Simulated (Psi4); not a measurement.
# One shape, several levels: PH (SMILES [PH])

Wanted: a comparison of 6 runs (U-wB97X-V/cc-pVTZ, UPBE/cc-pVTZ, UPBE0/cc-pVTZ, UTPSS/cc-pVTZ, UOMP2/cc-pVTZ, UCCSD/cc-pVTZ) of PH. 

Program for the calculation: Psi4 1.11.

2 further runs of the same task are left out: 1 that didn't finish, 1 set aside as unsound or not needed.

## 1. The structure to begin with

The species is PH (2 atoms), meant as a triplet with charge 0. SMILES: `[PH]`. The P1–H2 distance was set to 1.643 Å, away from the relaxed value.

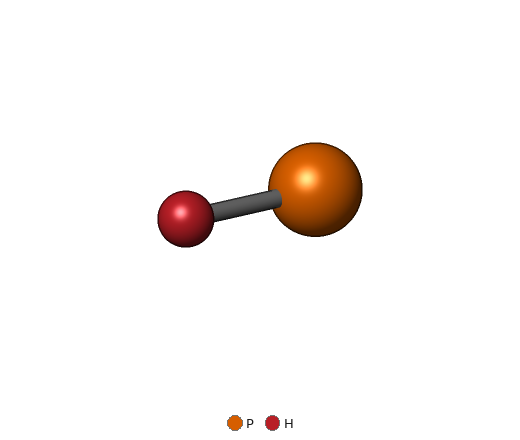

Viewed from a chosen angle; phosphorus orange, hydrogen red.

## 2. The energy at U-wB97X-V/cc-pVTZ (run 1)

The input, hp.py:

```python
import psi4

psi4.set_memory('2200 MB')
psi4.set_num_threads(1)
psi4.set_output_file('run.log', False)

m = psi4.geometry("""
0 3
P      0.00000000     0.00000000    -0.43240713
H      0.00000000     0.00000000     2.67146803
units bohr
symmetry c1
""")

psi4.set_options({
    'basis': 'cc-pVTZ',
    'reference': 'uks',
    'puream': True,
    'e_convergence': 1e-09,
    'd_convergence': 1e-08,
    'scf_type': 'pk',
    'dft_radial_points': 99,
    'dft_spherical_points': 590,
    'maxiter': 100,
})

result, w = psi4.energy("wb97x-v", molecule=m, return_wfn=True)
print('E =', round(result, 9))
```

On the command line:

```
$ python hp.py
```

run.log:

```text
[...]
  Running in c1 symmetry.
[...]
  Nuclear repulsion =    4.832668592250984
[...]
  Multiplicity = 3
[...]
  Nalpha       = 9
  Nbeta        = 7
[...]
    Number of basis functions: 48
[...]
   @UKS iter   1:  -341.80316781761610   -5.68737e-01   3.64601e-03 ADIIS/DIIS
[...]
   @UKS iter  11:  -341.81543321066465   -1.08002e-12   3.46250e-09 DIIS
[...]
   @S^2 Observed:                2.006474664E+00
[...]
    Orbital Energies [Eh]
    ---------------------
    Alpha Occupied:
       1A    -77.139995     2A     -6.696632     3A     -4.853707
       4A     -4.853707     5A     -4.847274     6A     -0.730905
       7A     -0.431605     8A     -0.353773     9A     -0.353773
    Alpha Virtual:
      10A      0.072900    11A      0.270755    12A      0.347785
      13A      0.347785    14A      0.354761    15A      0.354773
      16A      0.354773    17A      0.355573    18A      0.355573
      19A      0.453642    20A      0.603780    21A      0.858805
      22A      0.858805    23A      1.156662    24A      1.343708
      25A      1.343708    26A      1.349765    27A      1.349765
[...]
  @UKS Final Energy:  -341.81543321066465
   => Energetics <=
    Nuclear Repulsion Energy =              4.8326685922509842
    One-Electron Energy =                -481.6891192653898770
    Two-Electron Energy =                 152.5376513398447855
    DFT Exchange-Correlation Energy =     -17.5647967551680715
    Empirical Dispersion Energy =           0.0000000000000000
    VV10 Nonlocal Energy =                  0.0681628777975602
    Total Energy =                       -341.8154332106646507
[...]
 Multipole Moments:
 ------------------------------------------------------------------------------------
     Multipole            Electronic (a.u.)      Nuclear  (a.u.)        Total (a.u.)
 ------------------------------------------------------------------------------------
 L = 1.  Multiply by 2.5417464519 to convert [e a0] to [Debye]
 Dipole X            :          0.0000000            0.0000000            0.0000000
 Dipole Y            :         -0.0000000            0.0000000           -0.0000000
 Dipole Z            :         -1.4557569            1.5388931            0.0831362
 Magnitude           :                                                    0.0831362
[...]
```

Standard output:

```text
E = -341.815433211
```

It took 30 s on 1 thread of Intel Xeon at 2.50GHz (Skylake/Cascade Lake), shared host; peak memory 0.57 GiB.

## 3. Energy and forces at UPBE/cc-pVTZ (run 2)

The input, job.in:

```
memory 2.2 GB

molecule molecule1 {
  0 3
  P      0.000000     0.000000    -0.228820
  H      0.000000     0.000000     1.413680
  symmetry c1
}

set basis cc-pVTZ
set reference uks
set puream true
set e_convergence 1e-09
set d_convergence 1e-08
set scf_type pk
set dft_radial_points 99
set dft_spherical_points 590
set maxiter 100

result, w = gradient("pbe", return_wfn=True)
oeprop(w, "DIPOLE", "WIBERG_LOWDIN_INDICES", "LOWDIN_CHARGES", title="PBE")
print_variables()
```

On the command line:

```
$ psi4 -i job.in -o job.out -n 1
```

job.out:

```text
[...]
  Running in c1 symmetry.
[...]
  Nuclear repulsion =    4.832668590593607
[...]
  Multiplicity = 3
[...]
  Nalpha       = 9
  Nbeta        = 7
[...]
    Number of basis functions: 48
[...]
   @UKS iter   1:  -341.68835840281929   -3.16909e-01   5.36746e-03 DIIS/ADIIS
[...]
   @UKS iter  10:  -341.71584147548606   -9.03810e-12   4.84617e-09 DIIS
[...]
   @S^2 Observed:                2.007279775E+00
[...]
    Orbital Energies [Eh]
    ---------------------
    Alpha Occupied:
       1A    -76.377178     2A     -6.348638     3A     -4.568785
       4A     -4.568785     5A     -4.563096     6A     -0.547679
       7A     -0.300846     8A     -0.226602     9A     -0.226602
    Alpha Virtual:
      10A     -0.040014    11A      0.156820    12A      0.210551
      13A      0.210551    14A      0.216341    15A      0.216341
      16A      0.232633    17A      0.234282    18A      0.234282
      19A      0.331376    20A      0.452952    21A      0.706340
      22A      0.706340    23A      1.002091    24A      1.158924
      25A      1.158924    26A      1.169877    27A      1.169877
[...]
  @UKS Final Energy:  -341.71584147548606
   => Energetics <=
    Nuclear Repulsion Energy =              4.8326685905936069
    One-Electron Energy =                -481.6963863116646394
    Two-Electron Energy =                 158.4676785117956683
    DFT Exchange-Correlation Energy =     -23.3198022662106581
    Empirical Dispersion Energy =           0.0000000000000000
    VV10 Nonlocal Energy =                  0.0000000000000000
    Total Energy =                       -341.7158414754860587
[...]
  -Total Gradient:
     Atom            X                  Y                   Z
    ------   -----------------  -----------------  -----------------
       1       -0.000000000000     0.000000000000    -0.045622757645
       2        0.000000000000    -0.000000000000     0.045622690732
[...]
 Multipole Moments:
 ------------------------------------------------------------------------------------
     Multipole            Electronic (a.u.)      Nuclear  (a.u.)        Total (a.u.)
 ------------------------------------------------------------------------------------
 L = 1.  Multiply by 2.5417464519 to convert [e a0] to [Debye]
 Dipole X            :         -0.0000000            0.0000000           -0.0000000
 Dipole Y            :          0.0000000            0.0000000            0.0000000
 Dipole Z            :         -1.4654539            1.5388931            0.0734392
 Magnitude           :                                                    0.0734392
[...]
```

It took 21 s on 1 thread of Intel Xeon at 2.50GHz (Skylake/Cascade Lake), shared host; peak memory 0.56 GiB.

Runs 3 to 5 aren't shown in full; the table further down has their settings and results.

## 4. A single-point energy at UCCSD/cc-pVTZ (run 6)

The input, hp.inp:

```
memory 2.2 GB

molecule m {
  0 3
  P      0.000000     0.000000    -0.228820
  H      0.000000     0.000000     1.413680
  symmetry c1
}

set basis cc-pVTZ
set reference uhf
set puream true
set e_convergence 1e-09
set d_convergence 1e-08
set scf_type pk
set num_frozen_docc 5
set maxiter 100

energy('ccsd')
```

On the command line:

```
$ psi4 -i hp.inp -o hp.out -n 1
```

hp.out:

```text
[...]
  Running in c1 symmetry.
[...]
  Nuclear repulsion =    4.832668590593607
[...]
  Multiplicity = 3
[...]
  Nalpha       = 9
  Nbeta        = 7
[...]
    Number of basis functions: 48
[...]
   @UHF iter   1:  -341.26589903515458   -6.75603e-01   2.73233e-03 DIIS/ADIIS
[...]
   @UHF iter  13:  -341.28266215858361   -1.02318e-12   2.78869e-09 DIIS
[...]
   @S^2 Observed:                2.026556671E+00
[...]
    Orbital Energies [Eh]
    ---------------------
    Alpha Occupied:
       1A    -79.986348     2A     -7.525605     3A     -5.427040
       4A     -5.427040     5A     -5.411617     6A     -0.829773
       7A     -0.447461     8A     -0.389310     9A     -0.389310
    Alpha Virtual:
      10A      0.111729    11A      0.305429    12A      0.386104
      13A      0.386104    14A      0.396364    15A      0.396364
      16A      0.400197    17A      0.404917    18A      0.404917
      19A      0.506210    20A      0.685466    21A      0.945564
      22A      0.945564    23A      1.256169    24A      1.484172
      25A      1.484172    26A      1.493883    27A      1.493883
[...]
  @UHF Final Energy:  -341.28266215858361
   => Energetics <=
    Nuclear Repulsion Energy =              4.8326685905936069
    One-Electron Energy =                -481.6455087037343787
    Two-Electron Energy =                 135.5301779545571321
    Total Energy =                       -341.2826621585836619
  UHF NO Occupations:
  HONO-2 :    7  A 1.9886154
  HONO-1 :    8  A 1.0000000
[...]
 Multipole Moments:
 ------------------------------------------------------------------------------------
     Multipole            Electronic (a.u.)      Nuclear  (a.u.)        Total (a.u.)
 ------------------------------------------------------------------------------------
 L = 1.  Multiply by 2.5417464519 to convert [e a0] to [Debye]
 Dipole X            :         -0.0000000            0.0000000           -0.0000000
 Dipole Y            :          0.0000000            0.0000000            0.0000000
 Dipole Z            :         -1.4674445            1.5388931            0.0714486
 Magnitude           :                                                    0.0714486
[...]
      * MP2 total energy                      = -341.390356533799434
[...]
      * CCSD total energy                     = -341.415639668031247
[...]
```

It took 31 s on 1 thread of Intel Xeon at 2.50GHz (Skylake/Cascade Lake), shared host; peak memory 0.39 GiB.

## 5. The series

```
run                                            level      task  frozen core orbitals  energy (Eh)  dipole moment (D)  HOMO energy (eV)  LUMO energy (eV)  wall time
  1                                U-wB97X-V/cc-pVTZ    energy                     0  -341.815433               0.21             -9.63             -0.93       30 s
  2                                     UPBE/cc-pVTZ  gradient                     0  -341.715841               0.19             -6.17             -3.92       21 s
  3                                    UPBE0/cc-pVTZ  gradient                     0  -341.746646               0.21             -7.43             -2.84       18 s
  4                                    UTPSS/cc-pVTZ    energy                     0  -341.902666               0.20             -6.32             -3.80       26 s
  5  UOMP2/cc-pVTZ (density fitting for correlation)    energy                     5  -341.392391                  –            -10.59              1.27       26 s
  6                                    UCCSD/cc-pVTZ    energy                     5  -341.415640                  –            -10.59              1.27       31 s
```

## 6. What came out

| quantity | value |
| --- | --- |
| run 6: total energy | -341.41564 Eh |
| run 6: HOMO energy (Hartree–Fock orbitals) (highest over α and β) | -10.59 eV |
| run 6: LUMO energy (Hartree–Fock orbitals) (lowest over α and β) | 1.27 eV |
| run 6: correlation energy (5 core orbitals frozen) | -133.0 mEh |
| run 6: ⟨S²⟩ of the reference determinant | 2.027 |
| run 6: T1 diagnostic | 0.026 |

Over runs 1, 2, 3, 4 the dipole moment (its size) runs from 0.19 D (UPBE/cc-pVTZ) to 0.21 D (UPBE0/cc-pVTZ). Totals of different functionals can't be ranked against each other. All runs together took 2.5 min, the longest 31 s.
